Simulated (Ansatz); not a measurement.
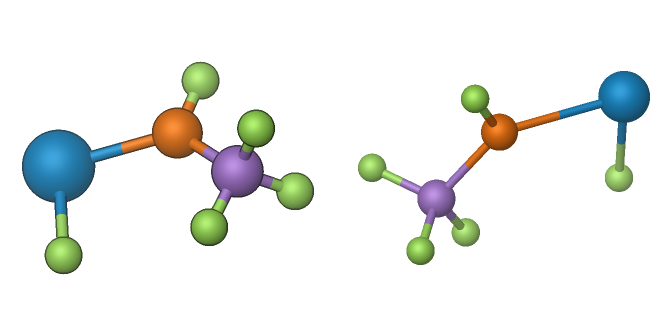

The same structure drawn twice, from different directions. Colours: tin blue, nitrogen orange, carbon purple, hydrogen green.

Computed geometry: PBE0-D4/def2-TZVP optimisation.

Describe the molecule.

The molecule is CH5NSn. The point group is Cs. Coordination: 1 Sn bent; 1 N trigonal planar; 1 C tetrahedral.

More results for the same structure follow; atom numbers are the same in all pictures, views and colours differ.

### Shape

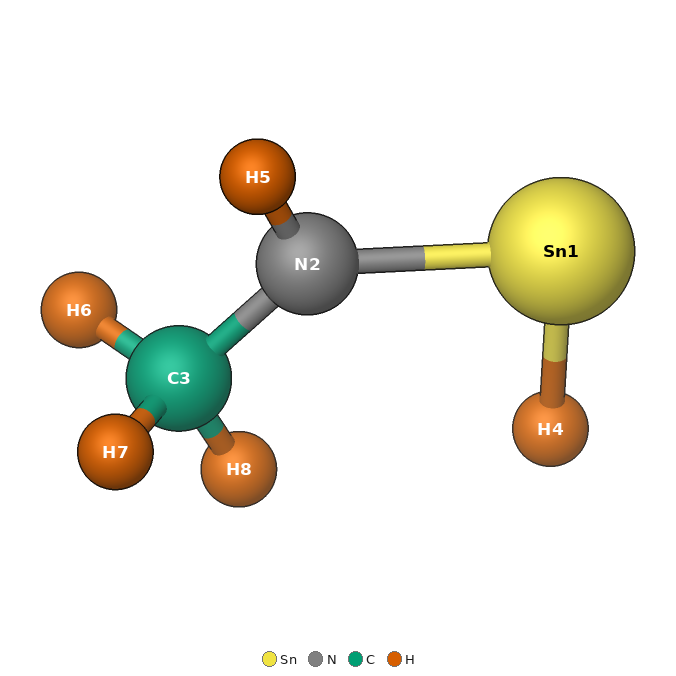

Estimate the angles N2–Sn1–H4, Sn1–N2–C3, Sn1–N2–H5, C3–N2–H5, N2–C3–H6, N2–C3–H8, H6–C3–H7, H6–C3–H8.

| angle | degrees |
| --- | --- |
| N2–Sn1–H4 | 91.1 |
| Sn1–N2–C3 | 131.0 |
| Sn1–N2–H5 | 116.7 |
| C3–N2–H5 | 112.3 |
| N2–C3–H6 | 112.1 |
| N2–C3–H8 | 109.3 |
| H6–C3–H7 | 107.5 |
| H6–C3–H8 | 107.8 |

### Thermal motion

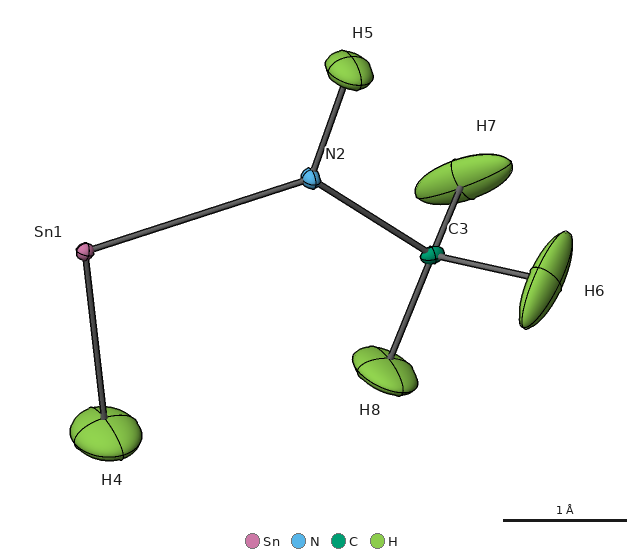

Displacement ellipsoids at the 50 % level, from the internal vibrations of the free molecule (harmonic, no overall translation or rotation; no half-axis is drawn under 0.075 Å). Vibrations computed with RKS PBE0-D4/def2-TZVP, core potentials on Sn (Ansatz 0.2.0). Temperature: 298 K.

Question: Which atom has the largest mean-square displacement?

Answer: H6, H7, with U_eq = 0.0381 Å².

Question: Does H6 move more along its bond or across it?

Answer: Across it: the root-mean-square amplitude is 0.085 Å along the bond and up to 0.303 Å across, since bending and torsion are softer than stretching.

List U_eq and the three principal root-mean-square amplitudes for each kind of atom.

```
  atom  U_eq (Å²)   rms amplitudes (Å)
   Sn1    0.00005  0.003, 0.005, 0.011
    N2     0.0032  0.040, 0.053, 0.071
    C3     0.0020  0.026, 0.031, 0.066
    H4     0.0333  0.099, 0.181, 0.239
    H5     0.0163  0.082, 0.120, 0.166
H6, H7     0.0381  0.085, 0.123, 0.303
    H8     0.0305  0.076, 0.162, 0.244
```

### Vibrations

Harmonic vibrations computed with RKS PBE0-D4/def2-TZVP, core potentials on Sn (Ansatz 0.2.0) at a stationary point of the same level.

Question: How many vibrational modes are there, and where do they lie?

Answer: 18 modes: 164, 258, 312, 531, 600, 658, 1078, 1125, 1135, 1390, 1443, 1482, 1502, 1693, 3002, 3047, 3121, 3583 cm⁻¹.

### Electronic properties

Properties computed with RKS PBE0-D4/def2-TZVP, core potentials on Sn (Ansatz 0.2.0).

Question: What is the dispersion correction?

Answer: −12.1 kJ/mol.

Question: What is the dipole moment?

Answer: 1.12 D.
